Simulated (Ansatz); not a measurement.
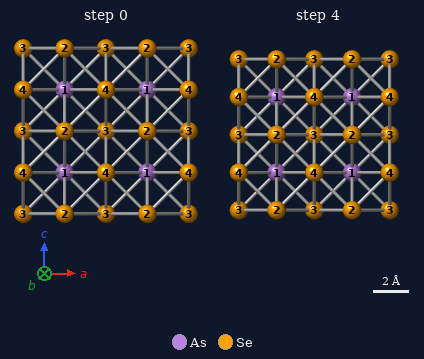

The structure of a crystal of AsSe3 (a generated structure, set up in Pm-3m) (coarse preliminary run) before (left) and after (right) a relaxation, at one scale.

Style: ball-and-stick. Shown: the cell of the calculation, along the b axis.

These are results of Ansatz, DFT PBE, scalar-relativistic, plane waves, PAW, not measurements. Set-up: plane-wave cutoff 420 eV; k-point mesh 4 × 4 × 4; occupations gaussian; smearing width 0.1 eV; no spin polarisation; cell and atoms relaxed; force threshold 0.04 eV/Å; at most 70 steps.

> Describe what moved and what it gained.

No atom moves by more than 0.005 Å relative to the cell. The volume changes by −24.3 %, with a = b = c 4.759 → 4.338 Å (−8.8 %). Among the contacts that change: As1–Se2 3.365 → 3.068 Å, Se2–Se3 3.365 → 3.068 Å. The space group stays Pm-3m (No. 221). The energy falls by 275 meV per atom in 3 accepted moves (4 points after the start). All forces vanish by symmetry, so only the cell relaxes. The pressure goes from −10.20 to −0.34 GPa. At 1 point the geometry stayed and the basis and grid were re-selected for the new cell (energy shift of 0.5 meV per atom at most each time).
